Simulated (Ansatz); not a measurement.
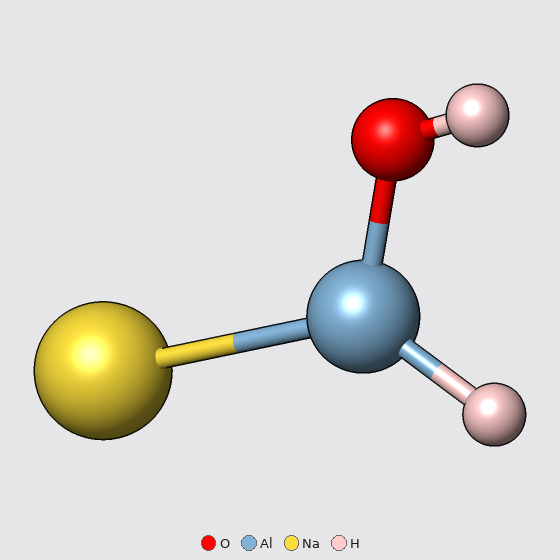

Rendered structure (ball-and-stick style).

The computed structure is the end point of a PBE0-D4/def2-TZVP optimisation. No frequency run is at hand to confirm it as a minimum.

Give the formula.

AlH2NaO, 5 atoms: 1 aluminium, 2 hydrogen, 1 sodium and 1 oxygen.

Count the bonded pairs by element.

1 Al–O, 1 Al–Na, 1 O–H, 1 Al–H. Sticks follow a distance rule.

Which point group does it belong to?

Cs.

How many sets of symmetry-equivalent atoms are there?

5: 1 O, 1 Al, 1 Na, 1 H, 1 H.

The parts below concern this one geometry. Atoms keep their numbers from picture to picture.

**Electronic properties**

No frequency run is at hand to confirm it as a minimum. Properties computed with RKS PBE0-D4/def2-TZVPP (Ansatz 0.2.0).

Predict the main results.

- HOMO energy (Kohn–Sham orbital): −4.77 eV
- LUMO energy (Kohn–Sham orbital): −1.41 eV
- HOMO–LUMO gap: 3.36 eV

**Charges**

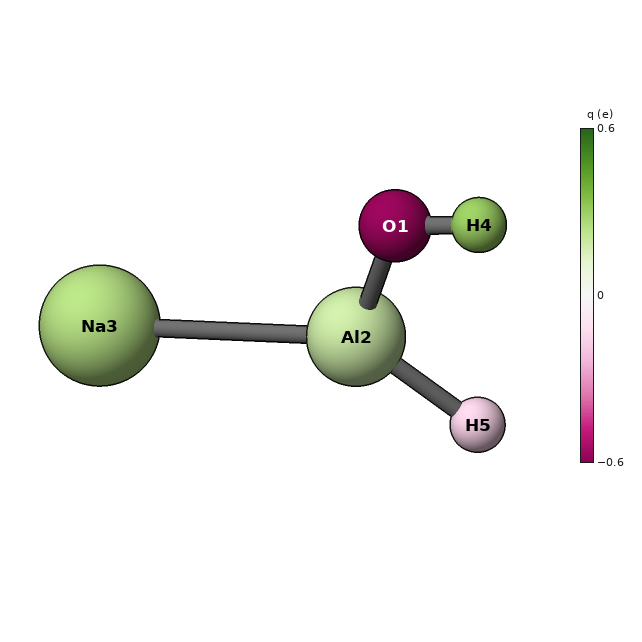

Atoms are coloured by their Mulliken charges. No frequency run is at hand to confirm it as a minimum. Level of theory: RKS PBE0-D4/def2-TZVP (Ansatz 0.2.0).

List the Mulliken charges.

```csv
atom,value (e)
O1,−0.57
Al2,0.18
Na3,0.24
H4,0.30
H5,−0.15
```

**Dipole moment**

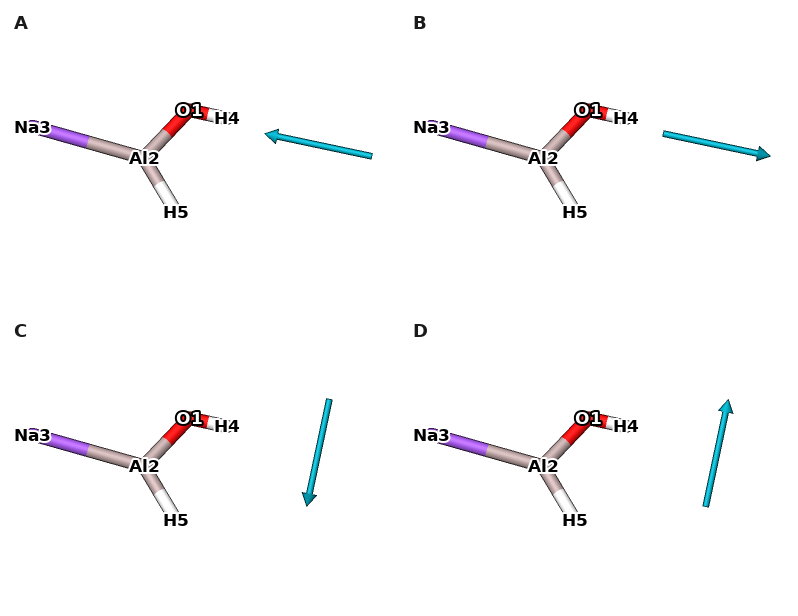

The same molecule four times, each with an arrow. No frequency run is at hand to confirm it as a minimum. Method: RKS PBE0-D4/def2-TZVP (Ansatz 0.2.0).

Which arrow points along the dipole moment, from the negative to the positive end?

A. The dipole moment is 5.77 D; it points from the side of H4 to the side of Na3 (the outermost atoms at the two ends).

Mulliken values depend strongly on the basis set and can even reverse the polarity of a bond.
